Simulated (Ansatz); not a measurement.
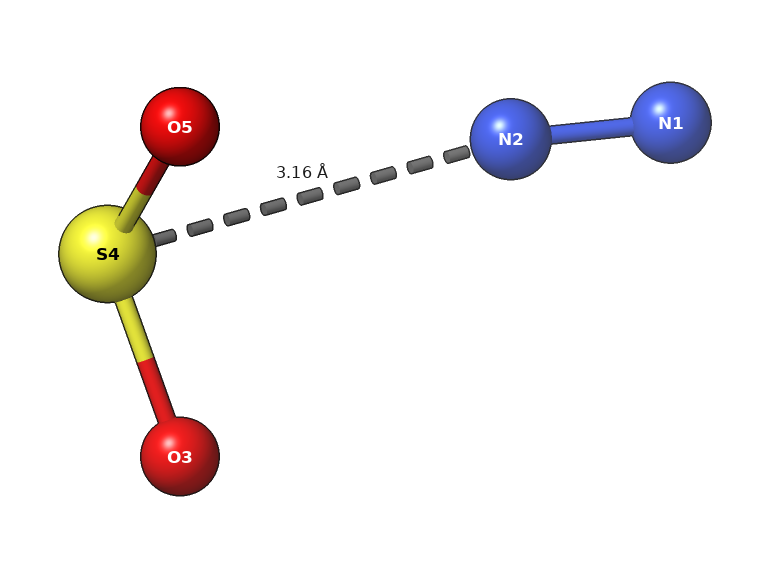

Two molecules or ions; the broken line marks their closest contact (measured against van der Waals radii). Geometry: a pair of rigid molecules at a changed separation. Program: Ansatz 0.2.0.

> Which two species are they?

N2 and SO2 (`N#N.O=S=O`).

Give the counterpoise-corrected interaction energy (kcal/mol, monomers kept as in the pair) with RHF-CCSD(T) (frozen core)/def2-TZVPPD; PBE0-D4/def2-TZVPPD; r2SCAN-D4/def2-TZVPPD.

```
                                level  interaction energy (kcal/mol)
RHF-CCSD(T) (frozen core)/def2-TZVPPD                           −0.7
                  PBE0-D4/def2-TZVPPD                           −1.0
                r2SCAN-D4/def2-TZVPPD                           −0.8
```
